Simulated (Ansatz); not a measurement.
**Sr2CuS2Br2: relaxing a made-up structure**

Starting from a made-up structure for Sr2CuS2Br2, the aim is the relaxed cell, its shortest contacts and, where a second run follows, its electronic structure.

Main program and level: Ansatz 0.2.0; DFT, PBEsol, plane-wave PAW, files of the set soft_1, scalar-relativistic, ferromagnetic start, cell and ions relaxed at zero pressure; PAW set soft_1, in the first sound run; inputs show where later runs differ.

## 1. Starting point

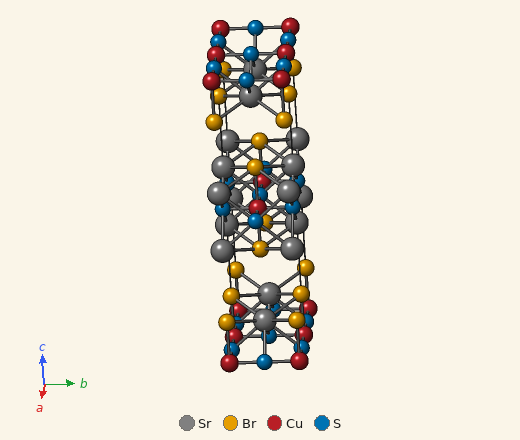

The cell as given, slightly off an axis (strontium grey, bromine orange, copper red, sulfur blue). 2×1×1 cells are drawn. This picture shows the conventional cell, with its axes. Some periodic images of atoms are drawn too.

## 2. Relaxing cell and atoms

The guessed cell has no reason to be at equilibrium. It is relaxed with the atoms, within the space group of the guess.

File input.yaml:

```yaml
crystal:
  lattice:
    - [-2.128, 2.128, 9.217]
    - [2.128, -2.128, 9.217]
    - [2.128, 2.128, -9.217]
  atoms:
    - { symbol: Sr, position: [0.6017, 0.6017, 0.0] }
    - { symbol: Sr, position: [0.3983, 0.3983, 0.0] }
    - { symbol: Br, position: [0.8553, 0.8553, 0.0] }
    - { symbol: Br, position: [0.1447, 0.1447, 0.0] }
    - { symbol: Cu, position: [0.0, 0.0, 0.0], spin: 0.6 }
    - { symbol: S, position: [0.0, 0.5, 0.5] }
    - { symbol: S, position: [0.5, 0.0, 0.5] }
magnetization:
  spin_polarized: true
kpoints:
  mp_grid: { grid: [9, 9, 9] }
scf:
  occupations: { method: fermi_dirac, width: 0.05 }
hamiltonian:
  xc: pbesol
  pseudopotentials: { kind: paw, azcp: { folder: soft_1 }, xc_functional: pbe }
relax:
  f_tol: 0.015
  max_steps: 70
  cell: {}
output:
  forces: true
  stress: true
```

The run is started by

```console
$ ansatz run input.yaml --threads 4 --pin off --max-ram 10240MiB --backend cpu --events-out ev --progress --plain --runs-dir out
```

Numbers of over 12 decimals in the logs are rounded to 6 here.

What it wrote:

```text
basis.fft_grid_basis auto: the FFT boxes are laid along the combinations [[1, 0, 1], [0, 1, 1], [0, 0, 1]] of the cell's own vectors, 4.256, 4.256 and 9.696 Å long. The dense box has 30×30×72 points. Along the cell's own vectors, as sized, it would have 72×72×72, 5.76 times as many. Of the 16 symmetry operations that the crystal satisfies within crystal.symmetry.tolerance (time reversal apart; of a slab, those that k [...]
Engine: ansatz 0.2.0, aarch64-unknown-linux-gnu
Pseudopotentials: kind: paw
Pseudopotential: Sr, paw, valence charge 10, recommended cutoff 420 eV (normal), soft_1/Sr.paw.azcp
Pseudopotential: Br, paw, valence charge 7, recommended cutoff 420 eV (normal), soft_1/Br.paw.azcp
Pseudopotential: Cu, paw, valence charge 19, recommended cutoff 420 eV (normal), soft_1/Cu.paw.azcp
Pseudopotential: S, paw, valence charge 6, recommended cutoff 420 eV (normal), soft_1/S.paw.azcp
Functional definition: PBEsol
  exchange = pbesol_x
  correlation = pbesol_c
Crystal: 7 atoms, lattice volume = 166.952 Å³
Basis set: ecut = 420 eV, 3247 PW (Γ), FFT grids on a1+a3, a2+a3, a3, exchange–correlation on 60×60×144 points (8 copies of the dense FFT grid, shifted against one another)
Bands: 40, of which v1, the nominal top of the filled ones, is band 33 counted from 1 (32 counted from 0)
Symmetry: 16 space group operations
Space group: I4/mmm (ITA 139), of the structure as read, at distance tolerance 5.5e-5 Å
Magnetic group: BNS 139.531 (UNI 1191), of the structure as read, at distance tolerance 5.5e-5 Å
k-points: 75 of 729
Non-local potential: Sr, projectors of the file, l = 0: 3, l = 1: 2, l = 2: 2
Non-local potential: Br, projectors of the file, l = 0: 2, l = 1: 2, l = 2: 2
Non-local potential: Cu, projectors of the file, l = 0: 3, l = 1: 2, l = 2: 3, l = 3: 1
Non-local potential: S, projectors of the file, l = 0: 2, l = 1: 2, l = 2: 1
PAW form: soft (Blöchl's): semilocal exchange-correlation on the pseudo side does not see the compensation charge
PAW frozen core: Sr, regenerated for the run's functional, and the local potential with it (the file was generated under x = pbe(κ = 0.804, μ = 0.219515), c = pbe(β = 0.066725))
PAW frozen core: Br, regenerated for the run's functional, and the local potential with it (the file was generated under x = pbe(κ = 0.804, μ = 0.219515), c = pbe(β = 0.066725))
PAW frozen core: Cu, regenerated for the run's functional, and the local potential with it (the file was generated under x = pbe(κ = 0.804, μ = 0.219515), c = pbe(β = 0.066725))
PAW frozen core: S, regenerated for the run's functional, and the local potential with it (the file was generated under x = pbe(κ = 0.804, μ = 0.219515), c = pbe(β = 0.066725))
PAW one-centre angular grid: Sr, 110 points (default); XC on 64 Gauss nodes
PAW one-centre angular grid: Br, 110 points (default); XC on 64 Gauss nodes
PAW one-centre angular grid: Cu, 590 points (default); XC on 64 Gauss nodes
PAW one-centre angular grid: S, 110 points (default); XC on 64 Gauss nodes
Initial density: superposition of atomic densities (chi_scale 0.1, normalization cell, long waves kept (reshape's long-wave potential 0.13 eV rms))
Starting moments: Σ|m| = 0.6 μB on 1 of 7 sites
Initial wavefunctions: pseudopotential atomic-orbital guess
Functional: x = pbesol(κ = 0.804, μ = 0.123457), c = pbesol(β = 0.046)
SCF iter   1: F=—  HF=-20832.001590 eV  |F-HF|=—  |Δ(HF+E_count)|=         —  Δρ=8.37e-2 (↑8.37e-2 ↓6.22e-2)  dr2=3.88e1  dr2_m=2.15e-1  M=0.223 μB ∫|m|=0.418 μB  β_m=0.30  ethr=3.10e-3  ⟨swp⟩=12.3  Hψ=38632  notcnv=0
preconditioner: auto → Kerker (q_TF=auto, 2.331 Å⁻¹)  [metal: Δε(μ)=0.012 eV  Ē_g=11.495 eV  σ=0.050 eV  W_gap=0.06  n_scr=42 (ndim 8)  ℏωp=20.9 eV  f_vac=0.097  D(μ)=1.99/eV (n_scr^D=4)]
spin=Collinear: Kerker preconditioning applied to the charge; magnetization (m = ρ↑ − ρ↓) channel mixes plain (no charge-response kernel on spin).
SCF iter   2: F=—  HF=-20828.649711 eV  |F-HF|=—  |Δ(HF+E_count)|=    3.35e0  Δρ=4.15e-2 (↑1.88e-2 ↓4.15e-2)  dr2=1.05e1  dr2_m=4.49e-1  M=0.109 μB ∫|m|=0.132 μB  β_m=0.30  ethr=3.10e-3  ⟨swp⟩=4.0  Hψ=16944  notcnv=0  defer=117
SCF iter   3: F=—  HF=-20827.154472 eV  |F-HF|=—  |Δ(HF+E_count)|=    1.50e0  Δρ=2.14e-2 (↑2.14e-2 ↓1.46e-2)  dr2=6.76e0  dr2_m=1.86e-1  M=0.131 μB ∫|m|=0.150 μB  β_m=0.30  ethr=3.10e-3  ⟨swp⟩=3.0  Hψ=13441  notcnv=0  defer=276
SCF iter   4: F=—  HF=-20825.594080 eV  |F-HF|=—  |Δ(HF+E_count)|=    1.56e0  Δρ=1.20e-2 (↑1.20e-2 ↓1.09e-2)  dr2=1.65e0  dr2_m=1.35e-1  M=0.072 μB ∫|m|=0.093 μB  β_m=0.30  ethr=3.10e-3  ⟨swp⟩=4.2  Hψ=13204  notcnv=0  defer=242
SCF iter   5: F=—  HF=-20825.736765 eV  |F-HF|=—  |Δ(HF+E_count)|=   1.43e-1  Δρ=2.99e-2 (↑1.42e-2 ↓2.99e-2)  dr2=3.02e0  dr2_m=1.11e-1  M=0.001 μB ∫|m|=0.039 μB  β_m=0.30  ethr=2.55e-3  ⟨swp⟩=5.0  Hψ=13834  notcnv=0  defer=238
SCF iter   6: F=—  HF=-20825.164777 eV  |F-HF|=—  |Δ(HF+E_count)|=   5.72e-1  Δρ=1.27e-2 (↑3.90e-3 ↓1.27e-2)  dr2=6.43e-1  dr2_m=5.66e-2  M=0.003 μB ∫|m|=0.032 μB  β_m=0.30  ethr=2.55e-3  ⟨swp⟩=2.9  Hψ=10460  notcnv=0  defer=229
SCF iter   7: F=—  HF=-20825.096461 eV  |F-HF|=—  |Δ(HF+E_count)|=   6.83e-2  Δρ=8.18e-3 (↑8.18e-3 ↓3.71e-3)  dr2=2.54e-1  dr2_m=2.83e-2  M=0.009 μB ∫|m|=0.027 μB  β_m=0.30  ethr=9.89e-4  ⟨swp⟩=2.9  Hψ=9442  notcnv=0  defer=230
SCF iter   8: F=—  HF=-20825.142673 eV  |F-HF|=—  |Δ(HF+E_count)|=   4.62e-2  Δρ=7.19e-3 (↑7.19e-3 ↓2.17e-3)  dr2=1.09e-1  dr2_m=1.42e-2  M=0.012 μB ∫|m|=0.023 μB  β_m=0.30  ethr=3.91e-4  ⟨swp⟩=4.1  Hψ=11541  notcnv=0  defer=243
Mixer restart at iter 8: flushing history
spin-set hold released at iteration 8 (site moments contracting): the magnetisation degrees of freedom join the quasi-Newton model from the next iteration; the mixer history was flushed
SCF iter   9: F=—  HF=-20825.121339 eV  |F-HF|=—  |Δ(HF+E_count)|=   2.13e-2  Δρ=3.55e-3 (↑3.55e-3 ↓2.29e-3)  dr2=2.43e-2  dr2_m=8.73e-3  M=0.006 μB ∫|m|=0.017 μB  β_m=0.47  ethr=1.68e-4  ⟨swp⟩=2.0  Hψ=6758  notcnv=0  defer=239
SCF iter  10: F=—  HF=-20825.116990 eV  |F-HF|=—  |Δ(HF+E_count)|=   4.35e-3  Δρ=2.62e-3 (↑2.62e-3 ↓8.40e-4)  dr2=1.75e-2  dr2_m=1.61e-3  M=0.003 μB ∫|m|=0.008 μB  β_m=0.43  ethr=3.73e-5  ⟨swp⟩=2.0  Hψ=11277  notcnv=0  defer=238
SCF iter  11: F=—  HF=-20825.115991 eV  |F-HF|=—  |Δ(HF+E_count)|=   9.99e-4  Δρ=1.71e-3 (↑6.52e-4 ↓1.71e-3)  dr2=4.72e-3  dr2_m=6.22e-4  M=0.001 μB ∫|m|=0.005 μB  β_m=0.71  ethr=2.70e-5  ⟨swp⟩=2.0  Hψ=9205  notcnv=0  defer=238
[...]
relax step   8: F+E_penalty+E_count = -20826.97514405 eV  Δ(F+E_penalty+E_count) = -1.740e-2 eV  max|allowed force component| = 2.218e-2 eV/Å  Δτ_max = 0.0126 Å  P = +0.109 GPa  Ω = 168.877 Å³  energy of the carried Pulay correction = -3.023e-4 eV  (7 SCF iters, dr2 threshold 7.00e-7 eV, accepted)
[...]
relax step   9: F+E_penalty+E_count = -20826.97558819 eV  Δ(F+E_penalty+E_count) = -4.441e-4 eV  max|allowed force component| = 1.025e-2 eV/Å  Δτ_max = 0.0075 Å  P = -0.027 GPa  Ω = 169.307 Å³  energy of the carried Pulay correction = -3.694e-4 eV  (7 SCF iters, dr2 threshold 9.23e-8 eV, accepted)
Basis set: ecut = 420 eV, 3307 PW (Γ), FFT grids on a1+a3, a2+a3, a3, exchange–correlation on 64×64×120 points (8 copies of the dense FFT grid, shifted against one another)
Initial wavefunctions: pseudopotential atomic-orbital guess (no wavefunctions were taken with the density)
iter 1 solved again at ethr=3.41e-6 eV; its pass at ethr=3.10e-3 eV (dr2=2.21e-3 eV) is discarded
SCF iter   1: F=—  HF=-20826.973296 eV  |F-HF|=—  |Δ(HF+E_count)|=         —  Δρ=5.68e-4 (↑5.68e-4 ↓5.68e-4)  dr2=5.21e-5  dr2_m=1.09e-12  M=0.000 μB ∫|m|=0.000 μB  β_m=0.30  ethr=3.41e-6  ⟨swp⟩=3.8  Hψ=50810  notcnv=0
preconditioner: auto → Resta (q_TF=auto, 2.326 Å⁻¹)  ε∞=4.2  [insulator: Δε(μ)=0.317 eV  Ē_g=11.683 eV  σ=0.050 eV  W_gap=0.91  n_scr=34 (ndim 8)  ℏωp=20.8 eV  f_vac=0.006  D(μ)=0.34/eV (n_scr^D=0)  ε∞_Penn≈4.2]
spin=Collinear: Resta preconditioning applied to the charge; magnetization (m = ρ↑ − ρ↓) channel mixes plain (no charge-response kernel on spin).
SCF iter   2: F=—  HF=-20826.975517 eV  |F-HF|=—  |Δ(HF+E_count)|=   2.22e-3  Δρ=4.00e-4 (↑4.00e-4 ↓4.00e-4)  dr2=2.67e-5  dr2_m=5.93e-13  M=0.000 μB ∫|m|=0.000 μB  β_m=0.63  ethr=8.01e-8  ⟨swp⟩=2.0  Hψ=9234  notcnv=0
SCF iter   3: F=—  HF=-20826.977591 eV  |F-HF|=—  |Δ(HF+E_count)|=   2.07e-3  Δρ=9.00e-5 (↑9.00e-5 ↓9.00e-5)  dr2=2.84e-5  dr2_m=5.49e-15  M=0.000 μB ∫|m|=0.000 μB  β_m=0.45  ethr=4.11e-8  ⟨swp⟩=2.0  Hψ=10718  notcnv=0
SCF iter   4: F=—  HF=-20826.977602 eV  |F-HF|=—  |Δ(HF+E_count)|=   1.05e-5  Δρ=4.81e-6 (↑4.81e-6 ↓4.81e-6)  dr2=7.40e-8  dr2_m=2.36e-15  M=0.000 μB ∫|m|=0.000 μB  β_m=0.45  ethr=4.11e-8  ⟨swp⟩=2.5  Hψ=10645  notcnv=0
SCF iter   5: F=—  HF=-20826.977598 eV  |F-HF|=—  |Δ(HF+E_count)|=   4.02e-6  Δρ=1.28e-6 (↑1.28e-6 ↓1.28e-6)  dr2=8.14e-9  dr2_m=1.57e-15  M=-0.000 μB ∫|m|=0.000 μB  β_m=0.68  ethr=1.14e-10  ⟨swp⟩=2.1  Hψ=10462  notcnv=0
SCF iter   6: F=—  HF=-20826.977598 eV  |F-HF|=—  |Δ(HF+E_count)|=   5.55e-9  Δρ=8.86e-7 (↑8.86e-7 ↓8.85e-7)  dr2=2.74e-9  dr2_m=1.12e-15  M=0.000 μB ∫|m|=0.000 μB  β_m=0.84  ethr=1.25e-11  ⟨swp⟩=2.0  Hψ=8476  notcnv=0
SCF iter   7: F=—  HF=-20826.977606 eV  |F-HF|=—  |Δ(HF+E_count)|=   7.89e-6  Δρ=4.91e-7 (↑4.91e-7 ↓4.88e-7)  dr2=1.21e-9  dr2_m=1.18e-14  M=-0.000 μB ∫|m|=0.000 μB  β_m=0.84  ethr=4.22e-12  ⟨swp⟩=2.0  Hψ=10816  notcnv=0
SCF iter   8: F=—  HF=-20826.977606 eV  |F-HF|=—  |Δ(HF+E_count)|=  5.09e-11  Δρ=3.33e-7 (↑3.33e-7 ↓3.32e-7)  dr2=5.02e-10  dr2_m=1.60e-15  M=-0.000 μB ∫|m|=0.000 μB  β_m=0.92  ethr=1.87e-12  ⟨swp⟩=2.4  Hψ=9562  notcnv=0
SCF iter   9: F=-20826.977606 eV  HF=-20826.977606 eV  |F-HF|=1.09e-11  |Δ(HF+E_count)|=  9.09e-11  Δρ=6.26e-8 (↑6.26e-8 ↓6.23e-8)  dr2=3.49e-11  dr2_m=1.17e-16  M=0.000 μB ∫|m|=0.000 μB  ethr=1.00e-12  ⟨swp⟩=3.3  Hψ=24187  notcnv=0
the starting moments were not kept: the SCF closed with an absolute magnetisation of 3.8e-9 μB, where they sum to 0.6 μB in size (1 site). That is at most 0.1 of that sum. Measured as dr2_m measures the in/out step, that magnetisation stands 1.5e-18 eV from none, at or under the dr2_threshold of 7.0e-11 eV: it is no larger than a step whose dr2_m would equal this threshold.
SCF 10 converged in 9 iterations: F = -20826.977606 eV  dr2 = 3.49e-11
relax step  10: F+E_penalty+E_count = -20826.97760585 eV  Δ(F+E_penalty+E_count) = -2.018e-3 eV  max|allowed force component| = 1.024e-2 eV/Å  Δτ_max = 0.0000 Å  P = -0.018 GPa  Ω = 169.307 Å³  stress off target by 2.83e-2 GPa  SCF on the basis re-selected at this cell (its energy is not comparable with the rows above)  (9 SCF iters)
basis re-selected at this cell: Δ(F+E_penalty+E_count) = -2.018e-3 eV, ΔP = +0.009 GPa vs the last step (what re-selecting the basis moved, of the pressure what is left beyond the Pulay correction that the steps carried, after the strain that the cell walked since its last selection, with what the two solves' SCF thresholds leave and, on support functions, any second-order correction that the steps lacked; it is no measure of the basis error at this ecutwfc). The dense FFT grid was sized anew with the basis: this SCF ran on 32×32×60 points, the steps before it on 30×30×72, so part of this shift can come from that change (see relax.cell in the input reference). [rest of the remark cut]
SCF converged after 9 iterations
Magnetization: 0.0000 μB (32.5000 up, 32.5000 down)
Absolute magnetization: 0.0000 μB (∫|ρ↑−ρ↓|, with the PAW one-centre terms)
Spin contamination: 0.0000 ħ² per cell (⟨S²⟩ above its minimum at these occupations)
Per-site moments (μB) at R_I (Å): [(-9.957689406973304e-11, 1.242876), (-9.957689852100646e-11, 1.242876), (1.2608887035223194e-10, 1.273596), (1.2608888425587488e-10, 1.273596), (-3.734893406622357e-10, 0.935728), (1.0886658838850121e-10, 0.935728), (1.088664347472405e-10, 0.935728)]
Free energy (F): -20826.977606 eV
Harris-Foulkes:  -20826.977606 eV  (|F-HF|=1.09e-11)
Internal energy: -20826.973537 eV  (E = F + TS)
E sigma→0 (E₀):  -20826.975572 eV
Entropy (-TS):   -0.004068 eV (-0.581 meV/atom)
Fermi energy:    7.276231 eV
--- Per-component energies (eV) ---
  E_band       = -706.996378
  E_kinetic    = 1204.805804
  E_local      = -9641.522848  (includes V_loc(G=0)·N_el)
  E_nonlocal   = 1535.845469
  E_hartree    = 3919.362628
  E_xc         = -984.598993
  E_vxc        = -786.449856  (∫ρ·V_xc dr)
  E_paw        = -12782.671646  (= ΣΔE_a)
  E_vpaw       = -858.400808  (= ΣTr[D̂ρ^β])
  E_aug_tail   = 0.000915  (compensation charges beyond the density's cutoff)
  E_ewald      = -4078.978206
  E_core_change = 0.783339  (= ΣΔE_core)
  E_smearing   = -0.004068  (= −TS)
  E_closure    = 0.000000  (closes the sum)
  Σ components = -20826.977606   (vs F -20826.977606, Δ=0.00e0)
--- Forces (eV/Å), atoms counted from 1 ---
  atom   1  Sr     0.00000000    -0.00000000     0.01023919
  atom   2  Sr     0.00000000     0.00000000    -0.01023919
  atom   3  Br     0.00000000     0.00000000     0.00570103
  atom   4  Br     0.00000000     0.00000000    -0.00570103
  atom   5  Cu     0.00000000     0.00000000     0.00000000
  atom   6  S     -0.00000000     0.00000000    -0.00000000
  atom   7  S      0.00000000    -0.00000000     0.00000000
  max |Σ_I F_I| component: 3.47e-18 eV/Å
--- Stress (GPa, compression-positive) ---
       -0.012620       0.000000      -0.000000
        0.000000      -0.012620       0.000000
       -0.000000      -0.000000      -0.028314
  P = ⅓ Tr σ = -0.0179 GPa (-0.179 kbar)
--- Relaxed structure (9 steps of the walk, 8 accepted, 1 SCFs on fresh bases) ---
  F+E_penalty+E_count = -20826.97760585 eV   max|allowed force component| = 1.024e-2 eV/Å   (the final SCF, on the basis selected at the relaxed cell)
  cell:  # Å, volume = 169.3075 Å³
    - [-2.268433, 2.268433, 8.225539]
    - [2.268433, -2.268433, 8.225539]
    - [2.268433, 2.268433, -8.225539]
  atoms:
    - { symbol: Sr, position: [0.620544, 0.620544, 0] }
    - { symbol: Sr, position: [0.379456, 0.379456, 0] }
    - { symbol: Br, position: [0.812322, 0.812322, 0] }
    - { symbol: Br, position: [0.187678, 0.187678, 0] }
    - { symbol: Cu, position: [0, 0, 0] }
    - { symbol: S, position: [0, 0.500000, 0.500000] }
    - { symbol: S, position: [0.500000, 0, 0.500000] }
```

Elapsed: 2.9 min, on 4 threads of Arm Neoverse V1, shared host; peak memory 0.98 GiB; 12 min of CPU time.

The steps of the relaxation:

| step | energy less that of the first step (eV) | largest force component (eV/Å) | pressure (GPa) | volume (Å³) |
| --- | --- | --- | --- | --- |
| 1 | 0.0000 | 1.8100 | 12.35 | 166.95 |
| 2 | -1.2456 | 0.7189 | 2.49 | 183.78 |
| 3 | -1.4613 | 0.3578 | 0.70 | 184.93 |
| 4 | -1.6285 | 0.2758 | -0.25 | 179.43 |
| 5 | -1.8027 | 0.2572 | -0.23 | 172.43 |
| 6 | -1.7522 | 0.6366 | 1.33 | 165.24 |
| 7 | -1.8381 | 0.1132 | -1.21 | 173.24 |
| 8 | -1.8555 | 0.0222 | 0.11 | 168.88 |
| 9 | -1.8560 | 0.0102 | -0.03 | 169.31 |
| 10* | -1.8580 | 0.0102 | -0.02 | 169.31 |

Relaxation steps marked * repeat the geometry before them on a plane-wave basis chosen anew for their cell, so energy and pressure can jump there. Relaxation step 6 was tried and not accepted.

The run keeps the 16 symmetry operations that it works with, so distortions that break them were not tested.

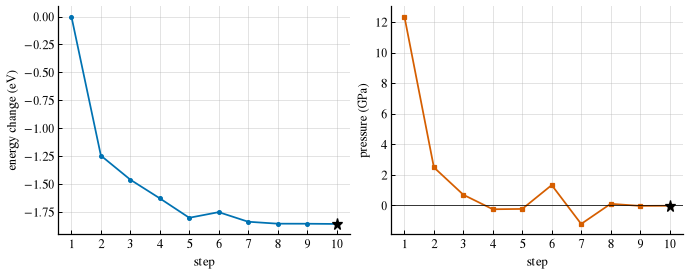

Energy and pressure along the relaxation. Stars mark steps on a basis chosen anew.

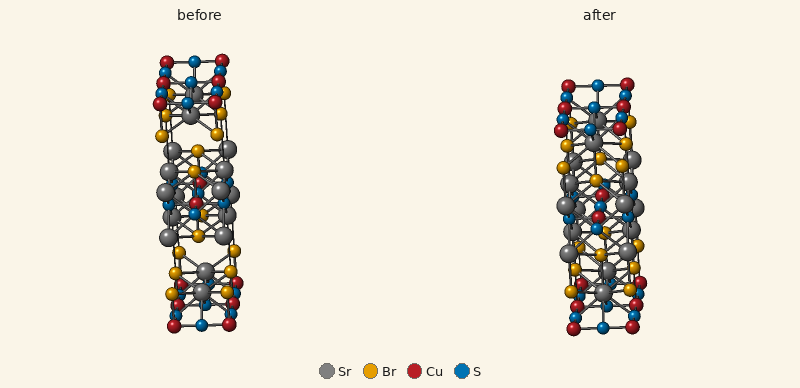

The structure before and after the relaxation, drawn at the same scale.

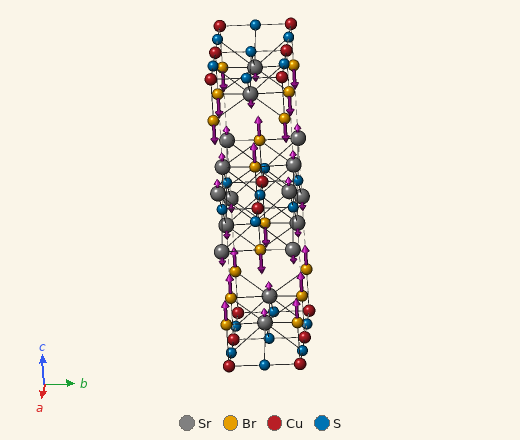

Displacements in the relaxation, exaggerated, measured against the changing cell; the longest in the cell stands for 0.71 Å. 2×1×1 conventional cells are drawn. Some periodic images of atoms are drawn too.

| conventional cell, symmetrised | before | after | change |
| --- | --- | --- | --- |
| a (Å) | 4.256 | 4.537 | +6.6 % |
| b (Å) | 4.256 | 4.537 | +6.6 % |
| c (Å) | 18.434 | 16.451 | -10.8 % |
| volume (Å³/atom) | 23.85 | 24.19 | +1.4 % |

The atoms that moved most (Å, as changes of fractional coordinates times the final cell):

| atom | dx | dy | dz | length |
| --- | --- | --- | --- | --- |
| Br3 | 0.000 | 0.000 | -0.707 | 0.707 |
| Br4 | 0.000 | 0.000 | 0.707 | 0.707 |
| Sr2 | 0.000 | 0.000 | -0.310 | 0.310 |
| Sr1 | 0.000 | 0.000 | 0.310 | 0.310 |

This step gave:

* free energy: -20826.9776 eV
* energy at zero smearing: -20826.9756 eV
* smearing term TS: 0.004068 eV
* Fermi energy: 7.276 eV
* electrons: 65
* symmetry operations: 16
* pressure: -0.01785 GPa

The shortest distance of each pair, which need not be the same contact before and after:

| pair | guess (Å) | relaxed (Å) |
| --- | --- | --- |
| Cu–S | 2.128 | 2.268 |
| S–Sr | 2.836 | 3.013 |
| Br–Cu | 2.667 | 3.088 |
| Br–Sr | 3.112 | 3.155 |
| S–S | 3.009 | 3.208 |

The relaxation ends with a largest force component of 0.010 eV/Å and a pressure of -0.02 GPa. The starting moments have collapsed: the run ends non-magnetic.

(Part 1 of 2 ends here.)

[Logs are printed without paths, hosts, clocks, repeated set-up lines and the standing remarks that a program may print on its own settings, such as how far it seeks lower states.]

[Hosts, paths, dates, database ids (printed as entryN), source tags and the programs' standing remarks are cut or masked in the printed files.]
